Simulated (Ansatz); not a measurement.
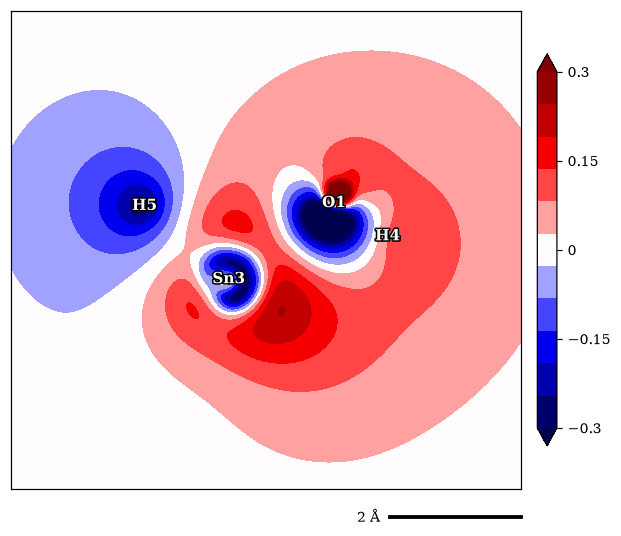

Figure. H$_{4}$O$_{2}$Sn. The LUMO on the plane of atoms O1, Sn3 and H5 (values in Å⁻³ᐟ²; the overall sign is arbitrary).

Geometry: PBE0-D4/def2-SVP; core potentials replace the inner electrons of Sn.

These are results of Ansatz, isolated molecule in a Gaussian basis; Kohn-Sham density functional theory, functional PBE0, not measurements.

```yaml
atoms:
  - { symbol: O, position_ang: [-1.3505, -0.3162, -1.0004] }
  - { symbol: O, position_ang: [1.3354, -0.8456, 0.6795] }
  - { symbol: Sn, position_ang: [0.0245, 0.5436, 0.1426] }
  - { symbol: H, position_ang: [-1.8436, -0.9981, -0.5298] }
  - { symbol: H, position_ang: [0.7191, 1.7078, -0.8948] }
  - { symbol: H, position_ang: [-0.6220, 1.0645, 1.6341] }
  - { symbol: H, position_ang: [1.7983, -1.2241, -0.0769] }
```

Question: Describe this orbital and give its energy.

Answer: Its weight (Hirshfeld) is mainly on Sn3 (about 45 %), O1 (about 10 %), O2 (about 10 %), H4 (about 10 %), H7 (about 10 %), H5 (about 5 %) and H6 (about 5 %). Its energy is −0.72 eV.
